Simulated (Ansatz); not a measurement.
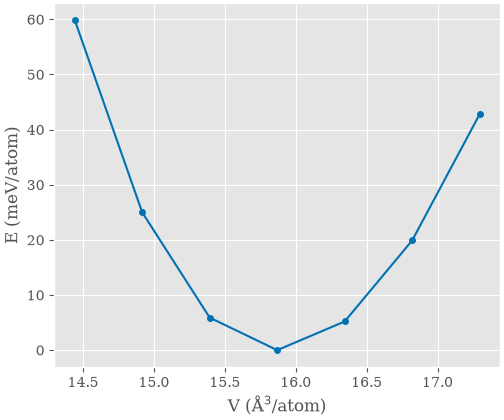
Figure. TaGa₃ (Cu3Au type, Pm-3m) under volume change, DFT-r²SCAN in the program Ansatz with PAW potentials, scaled uniformly.

Problem. What does a third-order Birch–Murnaghan fit give for V₀, B₀ and B′?

Solution. V₀ = 15.87 Å³/atom, B₀ = 125 GPa, B′ = 4.5.

The cell is a constructed one: a structure type filled with these elements; neither database checked (COD, Materials Project) lists it. COD files the formula under space group No. 139, so this cell is another polymorph or a model. Whether it is the stable phase at ambient conditions was not checked. The cell was relaxed with r²SCAN under the symmetry of its start. At this level the phase is mechanically unstable. No spin polarisation was allowed. Scalar-relativistic: spin–orbit coupling is off unless named, which matters more the heavier the elements.

Potentials: the earlier of the program's two PAW sets.
